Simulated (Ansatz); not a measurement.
# Direct or indirect: CdF2 (Fm-3m)

Space group Fm-3m (No. 225). a = 5.388 Å, b = 5.388 Å, c = 5.388 Å, α = 90.00°, β = 90.00°, γ = 90.00°
```csv
atom,site,symmetry,x,y,z
Cd,4a,m-3m,0.0000,0.0000,0.0000
F,8c,-43m,0.2500,0.2500,0.7500
```

Method: Ansatz, PBE, independent particles, without spin-orbit coupling, line width 0.15 eV (Gaussian). The band structure gives a fundamental gap of 3.10 eV. The spectrum of vertical transitions near the edge:

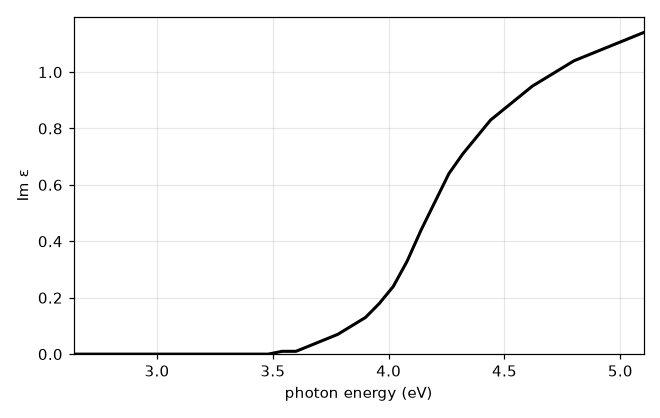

(1) Is the gap direct or indirect, and about where do vertical transitions set in?

Answers

(1) Indirect, by the band path, whose least direct gap is 3.60 eV. The curves fit this: they stay near zero above 3.10 eV and rise only from about 3.6 eV, though a forbidden direct transition would look alike. Lines are broadened by 0.15 eV, which spreads the edge, and phonons, which would give weak absorption from the fundamental gap up, are left out.

[Logs are printed without paths, hosts, clocks, repeated set-up lines and the standing remarks that a program may print on its own settings, such as how far it seeks lower states.]
